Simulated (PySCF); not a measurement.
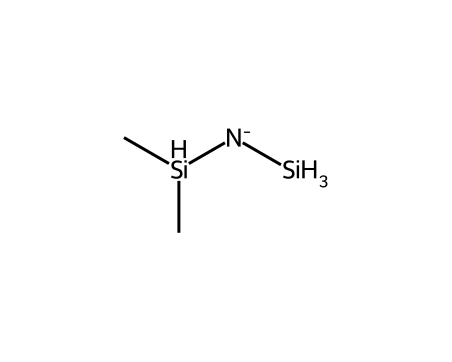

A structural formula. Charge −1, singlet.

Question: Transcribe the drawing into SMILES.

Answer: C[SiH](C)[N-][SiH3]

Question: Give the formula, hydrogens included.

Answer: C2H10NSi2, charge -1.

Question: An optimisation with GFN2-xTB gave a structure of which point group?

Answer: C1. Other conformers may differ.

More results for the same structure follow; atom numbers are the same in all pictures, views and colours differ. Computed geometry: GFN2-xTB optimisation. No frequency run is at hand to confirm it as a minimum.

### Geometry

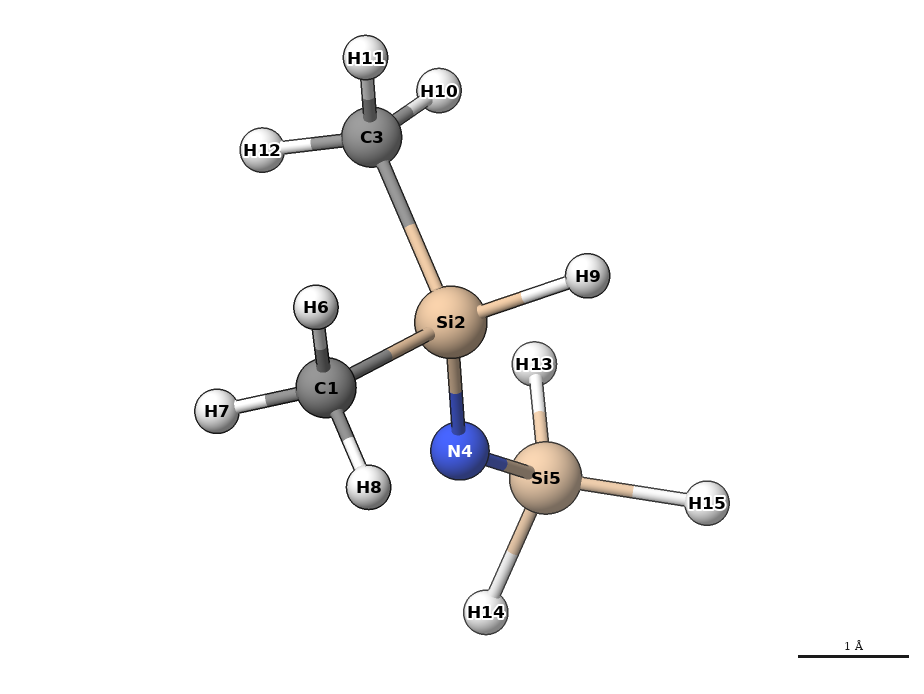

Numbered structure. No frequency run is at hand to confirm it as a minimum.

Give the bond lengths.

| bond | length (Å) | order |
| --- | --- | --- |
| C1–Si2 | 1.914 | single |
| C1–H6 | 1.089 | single |
| C1–H7 | 1.086 | single |
| C1–H8 | 1.086 | single |
| Si2–C3 | 1.923 | single |
| Si2–N4 | 1.667 | single |
| Si2–H9 | 1.508 | single |
| C3–H10 | 1.087 | single |
| C3–H11 | 1.089 | single |
| C3–H12 | 1.088 | single |
| N4–Si5 | 1.671 | single |
| Si5–H13 | 1.499 | single |
| Si5–H14 | 1.489 | single |
| Si5–H15 | 1.498 | single |

### Electronic properties

No frequency run is at hand to confirm it as a minimum. Level of theory: PBE0/def2-SVPD, gas phase (PySCF 2.14.0).

Predict the main results.

- HOMO energy (Kohn–Sham orbital): −1.36 eV
- mean static polarisability: 103.8 bohr³

### NMR shielding

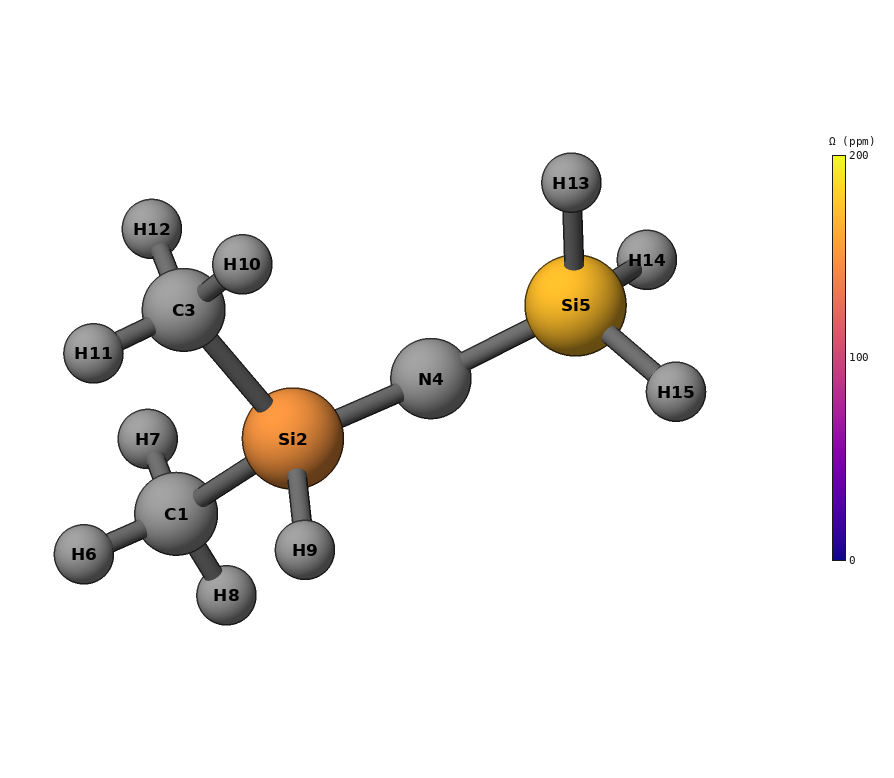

The Si atoms are coloured by the span of their shielding tensor. No frequency run is at hand to confirm it as a minimum. Level of theory: GIAO PBE0/pcSseg-1 NMR shielding, non-relativistic, gas phase (PySCF 2.14.0). Principal shieldings σ11 ≤ σ22 ≤ σ33, span Ω = σ33 − σ11, skew κ = 3(σiso − σ22)/Ω.

Question: Which Si atom has the most anisotropic shielding?

Answer: Si5, with a span of 172 ppm.

Give the shielding tensors of the Si atoms.

```
atom    σ11    σ22    σ33   σiso      Ω     κ
 Si2  340.4  369.9  491.1  400.5  150.7  0.61
 Si5  382.5  392.3  554.2  443.0  171.7  0.89
```

Shieldings and span in ppm.

### Quadrupole coupling

No frequency run is at hand to confirm it as a minimum. Electric field gradients from the ground-state density, PBE0/pcSseg-1 (PySCF 2.14.0), non-relativistic apart from any core potentials.

Give the largest field-gradient component, the quadrupole coupling constant and the asymmetry for 14N at N4 (Q = 20.44 mb).

```tsv
atom	V_zz (a.u.)	e²qQ/h (MHz)	η
N4	0.384	1.84	0.45
```

### Charges

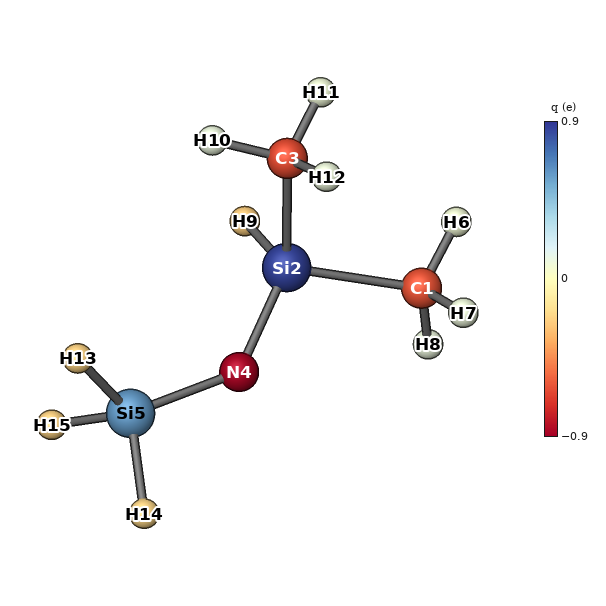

Atoms are coloured by their Mulliken charges. No frequency run is at hand to confirm it as a minimum. Method: PBE0/pcSseg-1, gas phase (PySCF 2.14.0).

Question: Which atom carries the highest charge (most positive or least negative)?

Answer: Si2 (0.85 e).

Question: And the lowest?

Answer: N4 (−0.87 e).

List the Mulliken charges.

| atom | value (e) |
| --- | --- |
| C1 | −0.61 |
| Si2 | 0.85 |
| C3 | −0.63 |
| N4 | −0.87 |
| Si5 | 0.60 |
| H6 | 0.07 |
| H7 | 0.10 |
| H8 | 0.10 |
| H9 | −0.23 |
| H10 | 0.10 |
| H11 | 0.08 |
| H12 | 0.10 |
| H13 | −0.22 |
| H14 | −0.21 |
| H15 | −0.22 |

Mulliken values depend strongly on the basis set and can even reverse the polarity of a bond. The geometry is semi-empirical. Around Si such bond lengths and angles can be off by a tenth of an ångström or more and by several degrees, and values that hang on the shape move with them.
